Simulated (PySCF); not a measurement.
Molecule: Ga(H)(Et)(OMe), C3H9GaO, SMILES C[CH2][GaH][O]C. Atoms near the plane z = 0.0 Å, at the CAM-B3LYP/def2-SVP optimised geometry (x, y, z in Å): Ga1 (0.2, 0.1, 0.0), H2 (1.8, 0.1, 0.0), C3 (-1.1, -1.4, 0.0), C4 (-0.5, -2.8, 0.0), H5 (-1.7, -1.2, -0.9), H6 (-1.8, -1.2, 0.9), H7 (0.2, -2.9, 0.9), H8 (0.2, -3.0, -0.9), H9 (-1.2, -3.6, 0.0), O10 (-0.6, 1.7, 0.0), C11 (0.1, 3.0, 0.0), H12 (-0.2, 3.6, 0.9), H13 (1.2, 2.9, 0.0), H14 (-0.2, 3.6, -0.9).

Level of theory: CAM-B3LYP/def2-TZVP run with PySCF. Cells within 0.4 Å of a nucleus heavier than hydrogen are left out (blank, or x). The values are rescaled to run from 0 to 1.

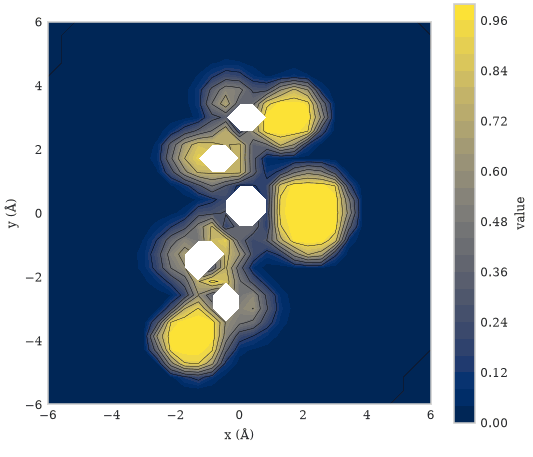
a field on the plane z = 0.0 Å.

### Question
Which quantity is mapped?
(A) an orbital amplitude
(B) electron localisation function
(C) electrostatic potential
(D) deformation density (molecule minus spherical neutral atoms)

### Answer
B, electron localisation function
